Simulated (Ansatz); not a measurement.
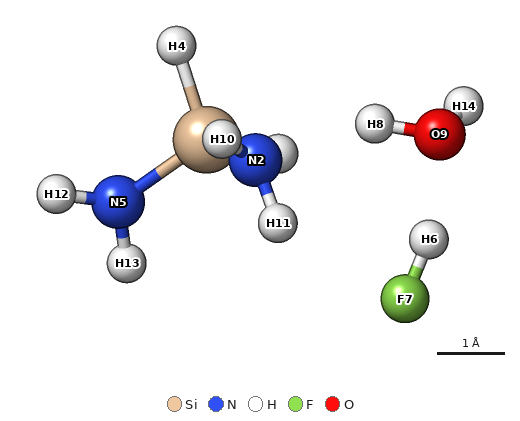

Fig. 1: The input geometry (ball-and-stick view, seen at a tilt; atoms are numbered from 1 in the order of the input).

**Run report: SiN₂H₉OF, single-point calculation**

The run: single-point calculation of SiN₂H₉OF. Method and program: RKS PBE0-D4/def2-TZVPP (Ansatz 0.2.0).

The geometry is the reactant side of a reaction. The reaction was set up to form Si1–F7, H6–O9 and N2–H8 and to break Si1–N2, H6–F7 and H8–O9 (atoms counted from 1 in the order of the input); sticks are drawn by distance alone. The geometry comes from this level: PBE0-D4/def2-TZVP.

## What the program printed
```
Functional definition: PBE0
  name "PBE0"
  cite "Adamo & Barone, J. Chem. Phys. 110, 6158 (1999) doi:10.1063/1.478522"
  cite "Perdew, Burke & Ernzerhof, Phys. Rev. Lett. 77, 3865 (1996) doi:10.1103/PhysRevLett.77.3865"
  parent pbe
  parameter a = 0.25
  parameter kappa = 0.804
  parameter beta = 0.06672455060314922
  exchange = (1 - a)*pbe_x(kappa = kappa, mu = beta*pi^2/3) + a*exact_x
  correlation = pbe_c(beta = beta)
1439 factors; their error is unknown
mean field evaluation 1: about -15748.7037 eV, gradient 9.2e1 eV
mean field evaluation 2: about -15735.4524 eV, gradient 1.2e2 eV
mean field evaluation 4: about -15762.8380 eV, gradient 3.9e0 eV
mean field evaluation 8: about -15762.8618 eV, gradient 7.5e-2 eV
mean field evaluation 16: about -15762.9015 eV, gradient 7.2e-5 eV
mean field -15762.90152356 eV, -579.2759465123 hartree, gradient 7.2e-5 eV, S^2 0.000000; 0 other end points of the search recorded, 0 dependent functions left out
reference -15762.90155566 eV, -579.2759476920 hartree; 27, 27 occupied and 265, 265 virtual orbitals, 1439 factors
Total energy: -15763.08704639 eV, -579.2827643508 hartree
```

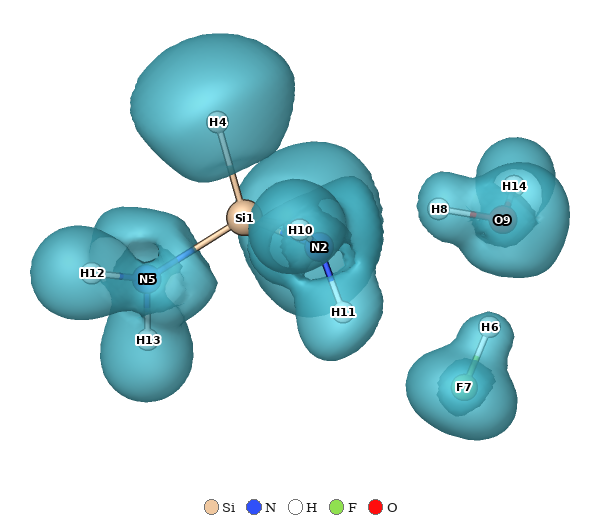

Fig. 2: Isosurface of the ELF at 0.75 (cyan), seen face on. Core shells and regions of very low density are left out. Profiles from the grid: O9···H6 (1.59 Å): the ELF is only about 0.25 between them; by its geometry a hydrogen bond between the two molecules, with no shared pair.

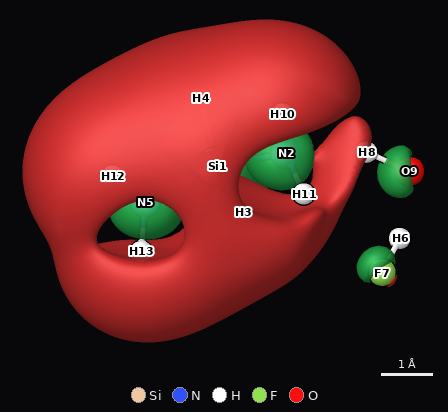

Fig. 3: The LUMO at ±0.06 Å⁻³ᐟ² (green and red are the two phases), seen at a tilt. Its weight (Hirshfeld) is mainly on Si1 (30 %), H12 (15 %), H10 (10 %), H13 (10 %) and N5 (10 %). Its energy is 0.42 eV.

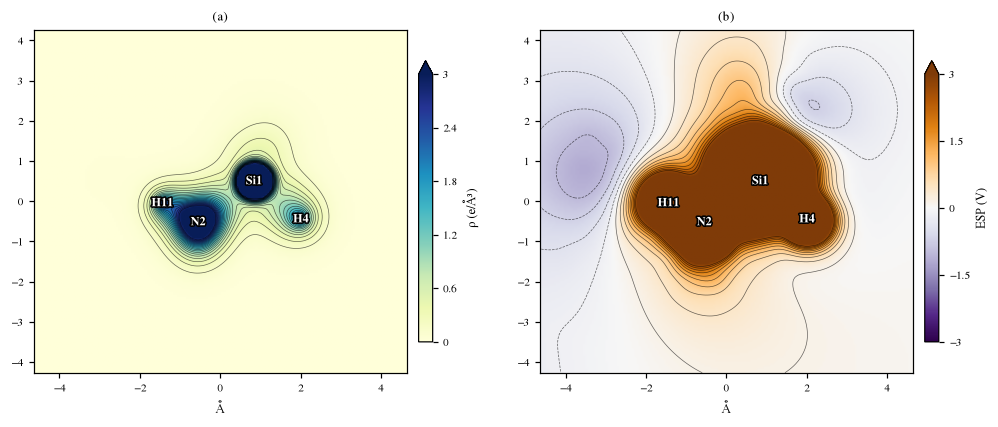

Fig. 4: (a) electron density; (b) molecular electrostatic potential on the plane of atoms Si1, N2 and H11. N–H (1.02 Å): ρ is about 2.9 e/Å³ halfway, with its minimum of 2.2 e/Å³ about 0.8 Å from N.

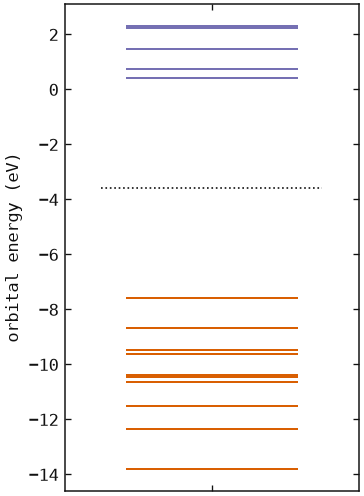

Fig. 5: Orbital energies near the frontier; the dotted line parts filled from empty levels, and levels within 0.02 eV of each other stand side by side. Highest filled −7.58 eV, lowest empty 0.42 eV, 8.00 eV apart.

This output came from the following input.

## The input
```yaml
crystal:
  periodic: [false, false, false]
  atoms:
    - {symbol: Si, position_ang: [-1.206675, -0.377435, -0.408238]}
    - {symbol: N, position_ang: [-0.116924, -0.001630, 0.897474]}
    - {symbol: H, position_ang: [-0.558116, 0.165731, -1.626229]}
    - {symbol: H, position_ang: [-2.461699, 0.328413, -0.050327]}
    - {symbol: N, position_ang: [-1.610219, -1.998734, -0.764625]}
    - {symbol: H, position_ang: [2.473135, 0.943455, 0.126700]}
    - {symbol: F, position_ang: [2.829679, 0.055116, 0.065283]}
    - {symbol: H, position_ang: [0.743247, 1.634056, 0.585289]}
    - {symbol: O, position_ang: [1.526525, 2.192441, 0.366588]}
    - {symbol: H, position_ang: [-0.485914, -0.077853, 1.835544]}
    - {symbol: H, position_ang: [0.799079, -0.440488, 0.860215]}
    - {symbol: H, position_ang: [-2.239754, -2.534168, -0.190504]}
    - {symbol: H, position_ang: [-0.985997, -2.592325, -1.285241]}
    - {symbol: H, position_ang: [1.293630, 2.703420, -0.411929]}
basis:
  gaussian: {orbitals: def2-TZVPP}
hamiltonian: {xc: pbe0, dispersion: d4}
output: {orbitals: {seedname: orbitals}}
```

Launched with:
```bash
ansatz run in.yaml --threads 8 --pin off --events-out ev --progress --plain --max-ram 19148MiB
```

## Key numbers

```json
{"quantity": "outcome", "value": "converged"}
{"quantity": "total energy", "value": "−15763.0870 eV"}
{"quantity": "mean-field energy", "value": "−15762.9016 eV"}
{"quantity": "dispersion energy", "value": "−0.1855 eV"}
{"quantity": "SCF solution under orbital rotations", "value": "stable"}
{"quantity": "HOMO", "value": "−7.58 eV"}
{"quantity": "LUMO", "value": "0.42 eV"}
{"quantity": "hardware", "value": "8 threads of Arm Neoverse V2, 23 GiB of memory available, shared host"}
{"quantity": "wall time", "value": "1.9 s (CPU time 13 s)"}
{"quantity": "peak memory", "value": "0.76 GiB"}
```
